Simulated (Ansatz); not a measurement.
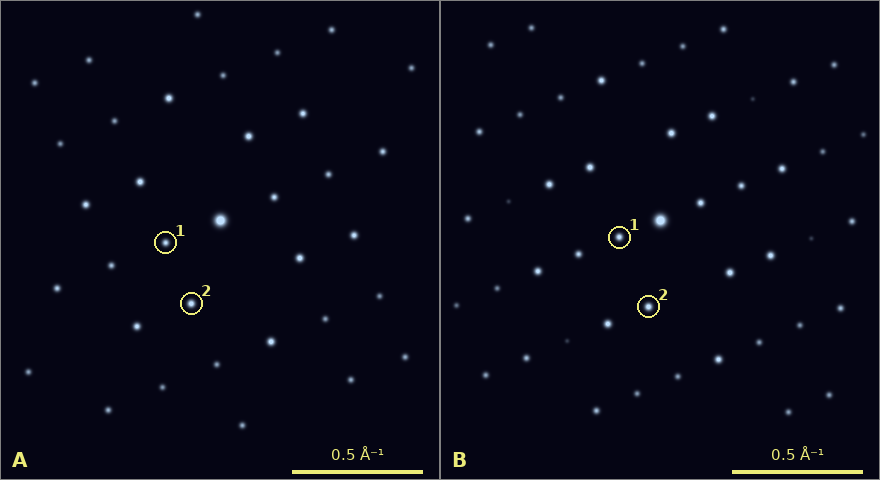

Kinematic electron diffraction patterns (300 kV, B = 0.5 Å², same scale) along [110] of the run's own cell, for the start and the end of one relaxation of BiH3 with Ansatz, DFT PBE, scalar-relativistic, plane waves, PAW. k mesh 12×12×10. The start is a generated model structure, and the relaxation ends in the nearest stationary point of its symmetry, not necessarily the ground state. Spot 1 is -1 1 0 and spot 2 is -1 1 1 in both.

Start structure:

```
CELL_PARAMETERS angstrom
5.06308 0.00000 0.00000
-2.53154 4.38476 0.00000
0.00000 0.00000 3.90908
ATOMIC_POSITIONS crystal
Bi 0.33333 0.66667 0.25000
Bi 0.66667 0.33333 0.75000
H 0.81531 0.63062 0.25000
H 0.18469 0.81531 0.75000
H 0.36938 0.18469 0.25000
H 0.18469 0.36938 0.75000
H 0.81531 0.18469 0.25000
H 0.63062 0.81531 0.75000
```

Question: Which pattern belongs to the start structure, and which to the relaxed one?

Answer: A is the start: its cell gives d(1) = 4.385 Å, d(2) = 2.918 Å and an angle of 48.3°. B is the relaxed structure, with d(1) = 5.848 Å (+33.4 %), d(2) = 2.947 Å (+1.0 %) and 59.7°.

Question: Name reflections whose intensity changes strongly on relaxation.

Answer: 3 -3 0 goes from 40 to 73 % of the strongest spot.

Question: What did the relaxation do to the structure and the energy?

Answer: The volume changed by +55.3 % to 16.84 Å³ an atom; with the mean shift removed, the atoms moved by up to 0.41 Å relative to the cell (H most); the space group stayed P6_3/mmc (No. 194); the free energy fell by 81 meV an atom. Relaxed cell: a = 6.753 Å, b = 6.753 Å, c = 3.412 Å, α = 90.00°, β = 90.00°, γ = 120.00°.
